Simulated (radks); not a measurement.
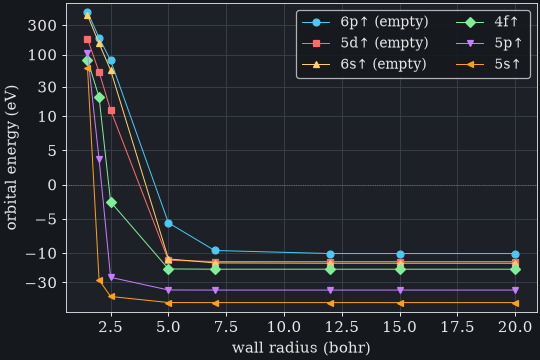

System: Dy²⁺ (Z = 66, 64 electrons), configuration [Xe] 4f10 (high spin). It is put inside a hard spherical wall of varying radius. Computed with the in-house radial solver radks: scalar-relativistic Kohn-Sham, PBE, spin-polarised, spherical densities, finite nucleus. The plot shows the outer orbital energies (spin up), on a scale that is linear within ±10 eV and logarithmic beyond.

> Describe the level shifts under confinement.

The levels rise as the wall closes in: 6p↑ goes from −10.2 eV at 20 bohr to 489.9 eV at 1.5 bohr and passes zero between 5 and 2.5 bohr. On compression 5d↑ drops below 6s↑ between 7 and 5 bohr and 4f↑ drops below 5p↑ between 2 and 1.5 bohr; in each crossing pair the level of higher l rises less. The fastest to rise is 6p↑ (by 500.1 eV), the slowest 4f↑ (by 100.9 eV): the wall presses hardest on the most extended orbitals.
